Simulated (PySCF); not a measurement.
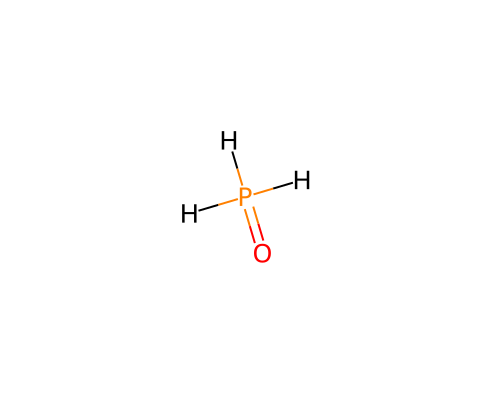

The geometry was computed by an optimisation with PBE0-D3(BJ)/def2-SVP. No frequency run is at hand to confirm it as a minimum. Properties computed with PBE0-D3(BJ)/def2-SVP, gas phase (PySCF 2.14.0).

Predict the main results.

The species is H3OP (`O=[PH3]`).
- rotational constants: 104.657, 17.015, 17.013 GHz
